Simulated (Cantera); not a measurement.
Charge: 1 mol acetone, 0.081 mol H₂O, 23 mol H₂, held at 3.70 bar.

These are equilibrium values from Cantera (NASA tables, ideal gas, pure condensed phases), not measurements of a reactor. Candidate condensed phases: C, C₆H₆, C₇H₈, C₈H₁₈, H₂O; 110 gas species. The feed counts by its element totals alone. The numbers say what is thermodynamically allowed, not how fast it happens.

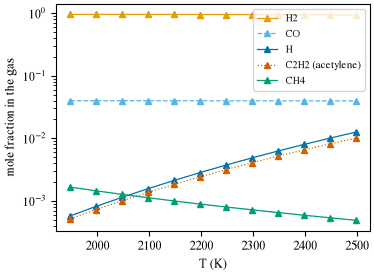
Fig. 1. Equilibrium gas composition (values under 1e-9 drawn at 1e-9)

From 1948 K to 2498 K the condensed part is C(graphite). The main C-bearing gas is CO throughout. The share of C in condensed phases is highest at 1948 K (61.5 %) and lowest at 2498 K (44.8 %).
